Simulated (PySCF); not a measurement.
## Electronic structure of C$_{6}$H$_{9}$P in real space

```xyz
16

C     2.4659   -0.3133    0.2171
P     0.8781    0.1197    1.0791
C    -0.1420   -1.2598    0.4865
C    -1.3742   -1.0766    0.0345
C    -2.0109    0.2770   -0.0909
C    -1.0198    1.3194   -0.5196
C     0.2415    1.3308   -0.1138
H     2.2937   -0.5288   -0.8359
H     2.9054   -1.1824    0.7032
H     3.1573    0.5221    0.3125
H     0.2917   -2.2474    0.5712
H    -1.9748   -1.9163   -0.2900
H    -2.8394    0.2365   -0.8009
H    -2.4286    0.5634    0.8819
H    -1.3854    2.0672   -1.2111
H     0.9339    2.0975   -0.4352
```

Geometry: GFN2-xTB.

These are results of CAM-B3LYP/def2-SVPD, SCF density, gas phase (PySCF 2.14.0), not measurements.

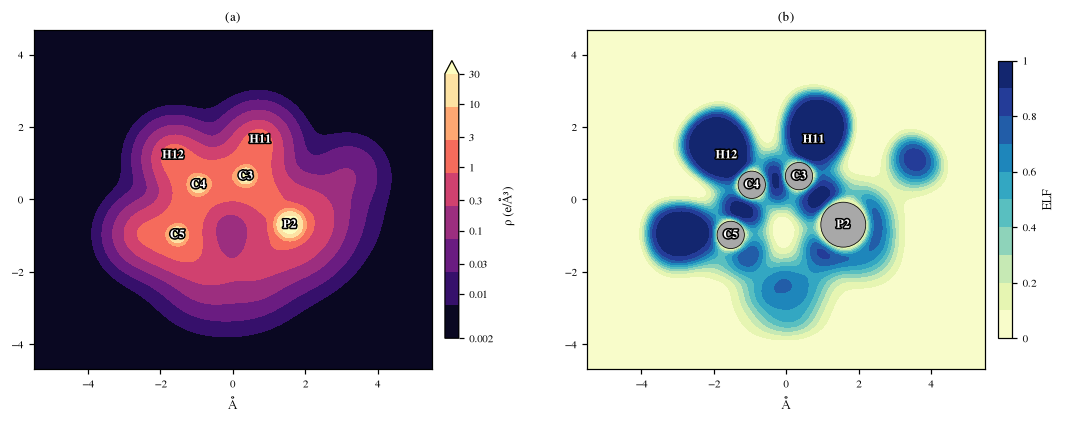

Figure 1. (a) electron density; (b) ELF on the plane of atoms C3, C4 and H12. Grey discs cover the atomic cores in the ELF map.

Q: What does the map show?

A: The section cuts through P, C and H sites.
C–C (1.33 Å): ρ is about 2.3 e/Å³ halfway; the ELF peaks at about 0.95 between the atoms; a multiple bond.
C–P (1.82 Å): ρ is about 1.2 e/Å³ halfway; the ELF peaks at about 0.95 between the atoms; a shared electron pair.
C–H (1.08 Å): ρ at the midpoint is about 2 e/Å³; the ELF climbs to about 1 towards the hydrogen, as it does in any bond to H; a covalent bond by its length.
C–C (1.50 Å): ρ at the midpoint is about 1.7 e/Å³; the ELF peaks at about 0.95 between the atoms: a covalent bond.

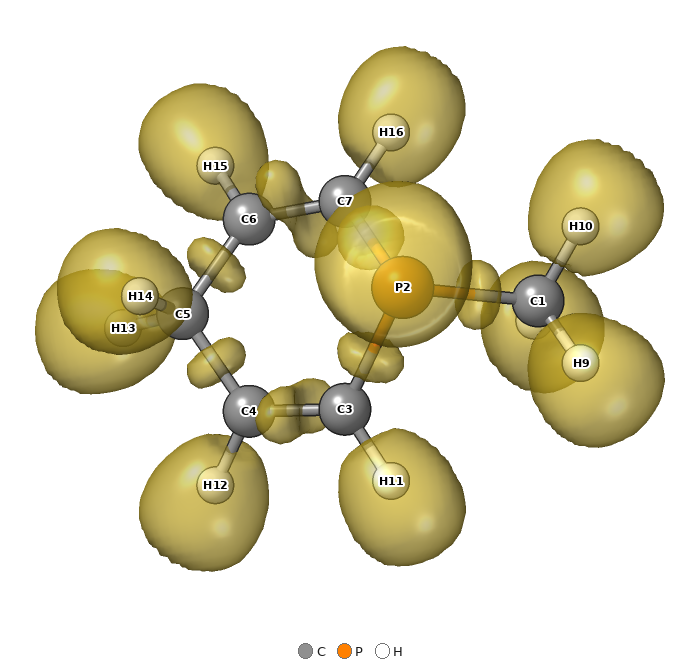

Figure 2. Isosurface of the ELF at 0.85 (yellow), seen at a tilt. Core shells and regions of very low density are left out.

Q: Identify the bonds, lone pairs and shells in this picture.

A: The surface consists of four regions between bonded C–C atoms (shared pairs), three regions between bonded C–P atoms (shared pairs), nine regions around hydrogen nuclei and one lobe on P, pointing away from the bonds (lone pairs).

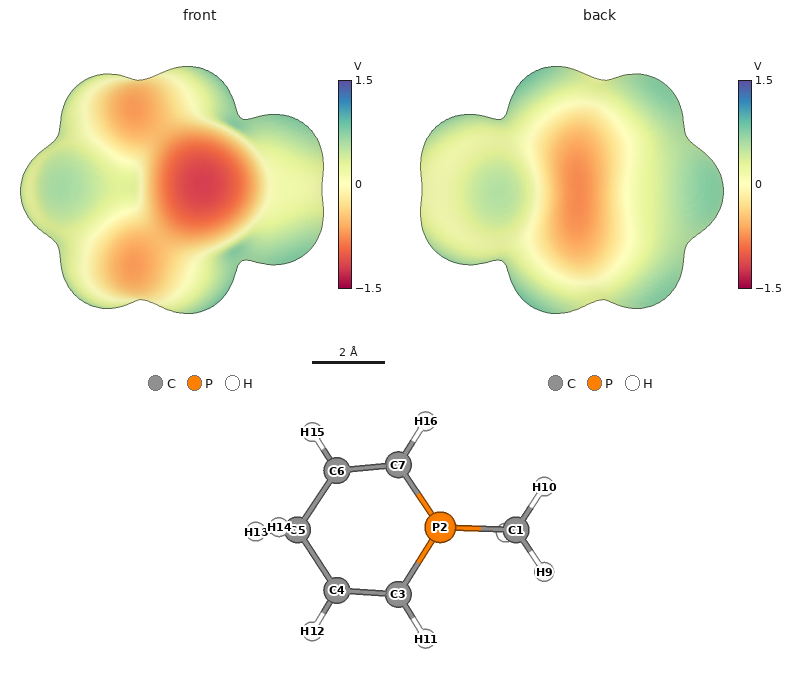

Figure 3. The molecular electrostatic potential painted on the density surface at 0.002 e/bohr³, seen from the front and from behind; the colour scale runs from red (negative) to blue (positive). The bare structure is drawn below in the same view.

Q: Where is the surface potential most negative and most positive?

A: The most negative region (about −1.2 V, or −28 kcal/mol for a unit charge) lies over P2, the most positive (about +0.8 V, or +18 kcal/mol for a unit charge) over the H atoms.

Q: What dipole moment does the calculation give?

A: Its dipole moment is 1.17 D.
